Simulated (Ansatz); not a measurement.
# (CuH)3 ring (Cu3H3): inputs that go wrong

2 inputs were typed for (CuH)3 ring (Cu3H3). Each is run as it stands; the log then has to tell whether the result can be used.

Computed with Ansatz 0.2.0, Gaussian basis. Level: the settings change from run to run.

### Step 1. The molecule

The geometry comes from an earlier relaxation with PBE-D4/def2-SVP; it is a stationary point.

6 atoms, charge 0, spin multiplicity 1.

Atoms are counted from 1 here; the program's logs count them from 0.

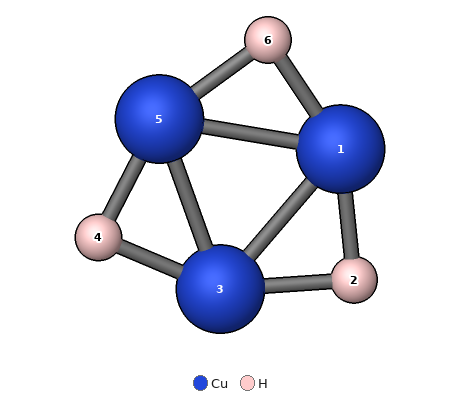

The geometry (copper blue, hydrogen pink); atoms are numbered from 1 in the order of the file.

### Step 2. Try 1

in.yaml reads:

```yaml
crystal:
  periodic: [false, false, false]
  atoms:
    - {symbol: Cu, position_ang: [0.559906, 0.876083, 0.276786]}
    - {symbol: H, position_ang: [-0.988058, 1.640788, -0.016849]}
    - {symbol: Cu, position_ang: [-1.133621, -0.221751, -0.021006]}
    - {symbol: H, position_ang: [-0.891721, -1.409665, 0.022591]}
    - {symbol: Cu, position_ang: [0.864135, -0.875921, -0.136052]}
    - {symbol: H, position_ang: [2.043799, -0.023451, 0.008728]}
basis:
  gaussian: {orbitals: def2-SVPD, point_charges: [{charge: 0.50, position_ang: [4.801, -0.747, 0.551]}]}
hamiltonian: {xc: {name: HF}}
correlation: {method: mp2, frozen_orbitals: {Cu: 0}}
scf: {lower_state_search: light}
```

Launch:

```sh
ansatz run in.yaml --threads 4 --pin off --events-out ev --progress --plain --max-ram 3916MiB
```

Log:

```text
Functional definition: HF
  name "HF"
  cite "Fock, Z. Phys. 61, 126 (1930) doi:10.1007/BF01340294"
  parent pbe
  exchange = exact_x
  correlation = 0
Error: "frozen_orbitals" has no count for H
```

It took 0.1 s on 4 threads of Intel Xeon at 2.50GHz, shared host.

**Diagnosis.** Refused before any calculation. Frozen orbitals are typed for one element alone, and the program wants a count for each. Its coordinates are also moved off the relaxed structure. Cure: leave frozen_orbitals out, or give every element a count that its core really has, and remove the point charge.

### Step 3. Try 2

in.yaml reads:

```yaml
crystal:
  periodic: [false, false, false]
  atoms:
    - {symbol: Cu, position_ang: [0.539938, 1.093617, 0.182965]}
    - {symbol: H, position_ang: [-0.973044, 1.429950, 0.188771]}
    - {symbol: Cu, position_ang: [-1.229710, -0.080016, -0.049338]}
    - {symbol: H, position_ang: [-0.761762, -1.542796, -0.258293]}
    - {symbol: Cu, position_ang: [0.689752, -1.013601, -0.133619]}
    - {symbol: H, position_ang: [1.734826, 0.112855, 0.069514]}
basis:
  gaussian: {orbitals: def2-mTZVPP}
magnetization: {spin_polarized: true, initial_magnetization: 1}
hamiltonian: {xc: {name: PBE}, dispersion: d4}
scf: {lower_state_search: off}
output: {forces: true}
```

Same command.

Log:

```text
Error: a molecule whose nuclei and cores have a total charge of 90 cannot have a net charge of 0 together with 1 unpaired electrons
```

Wall time 0.06 s (4 threads of Intel Xeon at 2.50GHz, shared host).

What is wrong: Refused before any calculation. The number of unpaired electrons doesn't fit the electron count. Its coordinates are also moved off the relaxed structure. Cure: make charge and initial_magnetization agree: an even electron count takes an even number of unpaired electrons.

### Step 4. Summary

```tsv
try	level	ended	cause	time
1	MP2/def2-SVPD	refused	frozen orbitals are typed for one element alone, and the program wants a count for each	0.1 s
2	PBE/def2-mTZVPP	refused	the number of unpaired electrons doesn't fit the electron count	0.06 s
```

**Reading.** 2 refused. A refusal costs next to no computing time.
